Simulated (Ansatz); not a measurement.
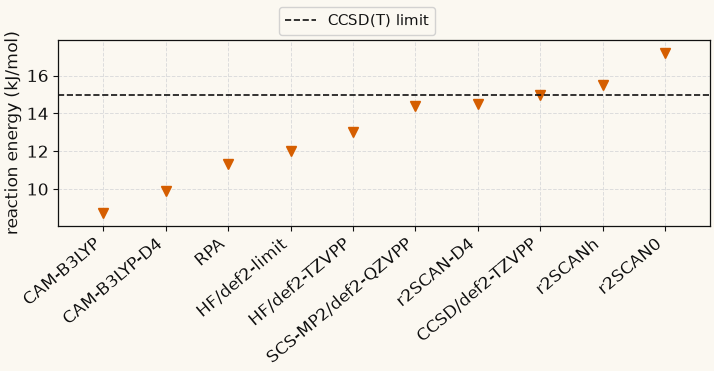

Electronic reaction energy of ZnPNH₄ (P[NH][ZnH]) + BHOF₂ (OB(F)F) → BPH₂OF₂ (FB(F)OP) + ZnNH₃ ([NH2][ZnH]) (SMILES in brackets) at several levels (functionals in def2-TZVPP unless a basis is named), isolated molecules at PBE0-D4 triple-zeta geometries, minima by their frequencies, no zero-point or thermal terms, the Ansatz code. The line is frozen-core CCSD(T) at the basis limit (MP2 extrapolated from triple and quadruple zeta, plus CCSD(T) less MP2 in a smaller set). Choice of cores on heavy atoms: Zn/Cu 3s3p. RPA holds a correlation term that converges slowly with the basis, so part of the distance to the limit is basis error. No dispersion term is added to CAM-B3LYP, r2SCANh and r2SCAN0. The distance of SCS-MP2/def2-QZVPP and CCSD/def2-TZVPP to the limit includes basis error.

Q: Which level comes closest to the line (CCSD(T) limit), and which misses most?

A: Closest CCSD/def2-TZVPP (15.0 kJ/mol), against 15.0 kJ/mol; farthest CAM-B3LYP (8.7 kJ/mol).

Q: What do zero-point energy and temperature add?

A: Zero-point change −4.3 kJ/mol; at 298.15 K and 1 bar the CCSD(T) limit plus thermal terms gives an enthalpy of reaction of 12.7 and a free energy of 8.2 kJ/mol (harmonic PBE0-D4 modes, ideal gas).

Known limits of this run: no scalar relativity up to krypton; one conformer of each flexible molecule.
